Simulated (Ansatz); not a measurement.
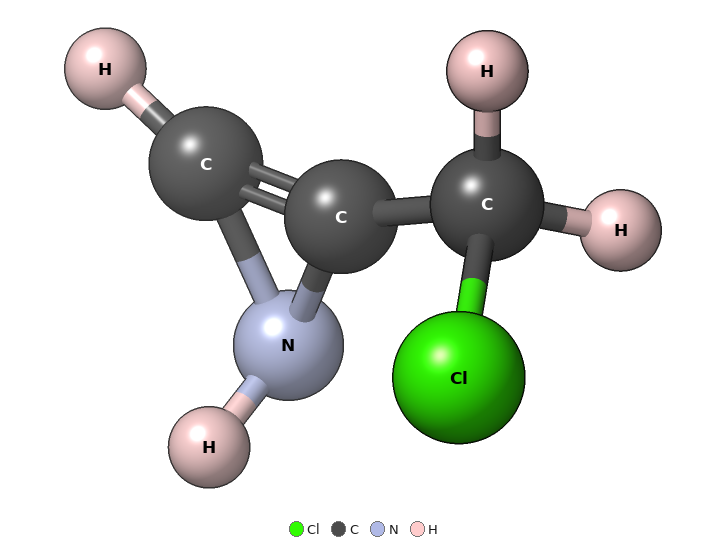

Ball-and-stick drawing of a structure. Double and triple bonds are drawn as two and three sticks.

Identify the structure.

The molecule is C₃H₄ClN. As SMILES it reads `ClCC1=CN1`. Independent rings (smallest set): 1 of 3 members. Among its groups: alkene, C–Cl bond. This geometry has C1 symmetry. Coordination, clear cases only: 1 C tetrahedral; 1 N trigonal pyramidal.

More results for the same structure follow; atom numbers are the same in all pictures, views and colours differ. The computed structure is the end point of a PBE0-D4/def2-TZVP optimisation.

**Shape**

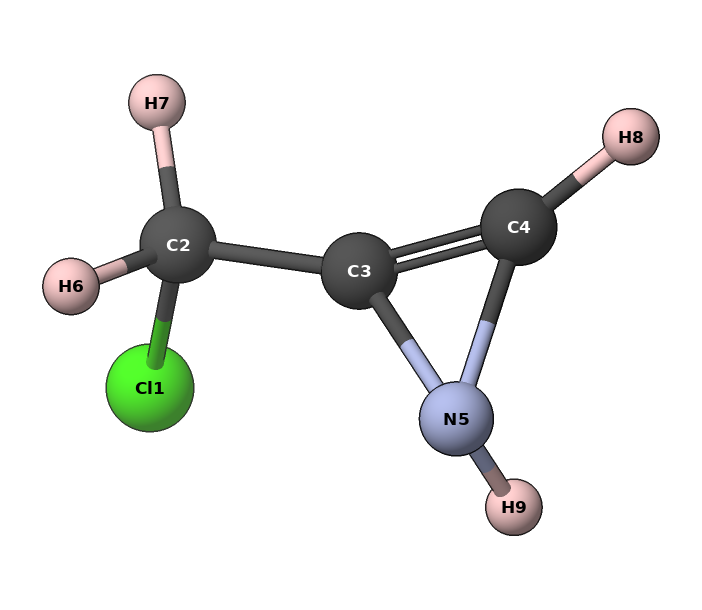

Estimate the angles Cl1–C2–C3, Cl1–C2–H6, Cl1–C2–H7, C3–C2–H6, C3–C2–H7, C2–C3–C4, C2–C3–N5, C4–C3–N5, C3–C4–N5, C3–C4–H8, N5–C4–H8, C3–N5–C4, C3–N5–H9, C4–N5–H9.

| angle | degrees |
| --- | --- |
| Cl1–C2–C3 | 110.7 |
| Cl1–C2–H6 | 106.3 |
| Cl1–C2–H7 | 107.5 |
| C3–C2–H6 | 110.5 |
| C3–C2–H7 | 111.5 |
| C2–C3–C4 | 157.7 |
| C2–C3–N5 | 136.7 |
| C4–C3–N5 | 65.1 |
| C3–C4–N5 | 64.6 |
| C3–C4–H8 | 156.5 |
| N5–C4–H8 | 138.0 |
| C3–N5–C4 | 50.2 |
| C3–N5–H9 | 107.5 |
| C4–N5–H9 | 107.8 |

**Electronic properties**

Properties computed with RKS B3LYP-D4/def2-TZVPP (Ansatz 0.2.0).

**Give the dispersion correction at this level.**

−28.6 kJ/mol.

**Estimate the HOMO–LUMO gap.**

4.92 eV.

**Estimate the dipole moment.**

2.11 D.

**Give the HOMO energy (Kohn–Sham orbital) at this level.**

−6.00 eV.

**Thermal motion**

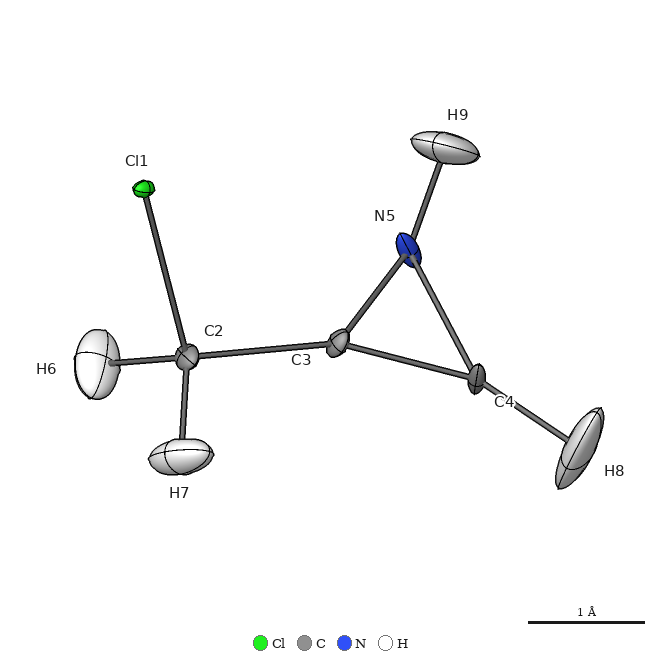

Displacement ellipsoids at the 50 % level, from the internal vibrations of the free molecule (harmonic, no overall translation or rotation; no half-axis is drawn under 0.075 Å). Vibrations computed with RKS PBE0-D4/def2-TZVP (Ansatz 0.2.0). Temperature: 400 K.

**Which atom moves most?**

H8, with U_eq = 0.0595 Å².

**Does H8 move more along its bond or across it?**

Across it: the root-mean-square amplitude is 0.087 Å along the bond and up to 0.382 Å across, since bending and torsion are softer than stretching.

Give the displacement parameters, one line for each set of equivalent atoms.

```json
{"atom": "Cl1", "U_eq (Å²)": "0.0027", "rms amplitudes (Å)": "0.017, 0.046, 0.075"}
{"atom": "C2", "U_eq (Å²)": "0.0057", "rms amplitudes (Å)": "0.039, 0.075, 0.100"}
{"atom": "C3", "U_eq (Å²)": "0.0051", "rms amplitudes (Å)": "0.041, 0.073, 0.090"}
{"atom": "C4", "U_eq (Å²)": "0.0075", "rms amplitudes (Å)": "0.040, 0.043, 0.139"}
{"atom": "N5", "U_eq (Å²)": "0.0095", "rms amplitudes (Å)": "0.029, 0.057, 0.156"}
{"atom": "H6", "U_eq (Å²)": "0.0270", "rms amplitudes (Å)": "0.099, 0.138, 0.228"}
{"atom": "H7", "U_eq (Å²)": "0.0253", "rms amplitudes (Å)": "0.099, 0.131, 0.221"}
{"atom": "H8", "U_eq (Å²)": "0.0595", "rms amplitudes (Å)": "0.082, 0.162, 0.382"}
{"atom": "H9", "U_eq (Å²)": "0.0378", "rms amplitudes (Å)": "0.084, 0.194, 0.262"}
```

**Charges**

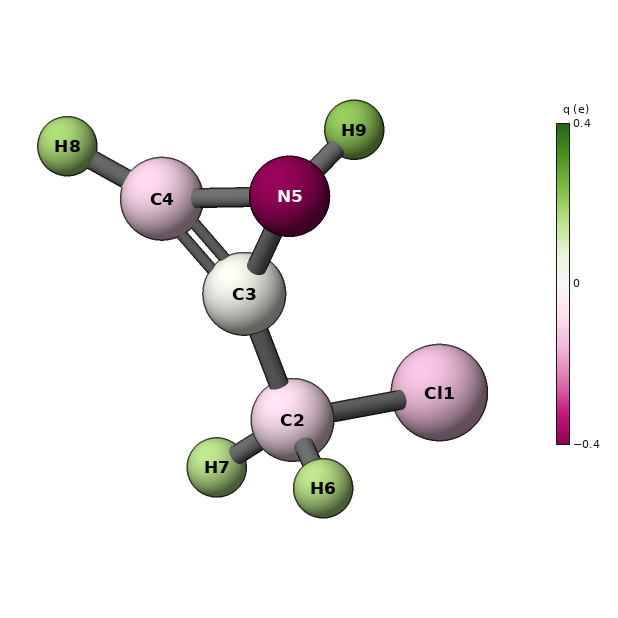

Atoms are coloured by their Mulliken charges. Properties computed with RKS PBE0-D4/def2-TZVP (Ansatz 0.2.0).

**Which atom carries the highest charge (most positive or least negative)?**

H9 (0.21 e).

**And the lowest?**

N5 (−0.39 e).

Give the Mulliken charges atom by atom.

```json
{"atom": "Cl1", "value (e)": "−0.14"}
{"atom": "C2", "value (e)": "−0.08"}
{"atom": "C3", "value (e)": "0.02"}
{"atom": "C4", "value (e)": "−0.10"}
{"atom": "N5", "value (e)": "−0.39"}
{"atom": "H6", "value (e)": "0.16"}
{"atom": "H7", "value (e)": "0.15"}
{"atom": "H8", "value (e)": "0.18"}
{"atom": "H9", "value (e)": "0.21"}
```

Mulliken values depend strongly on the basis set and can even reverse the polarity of a bond.
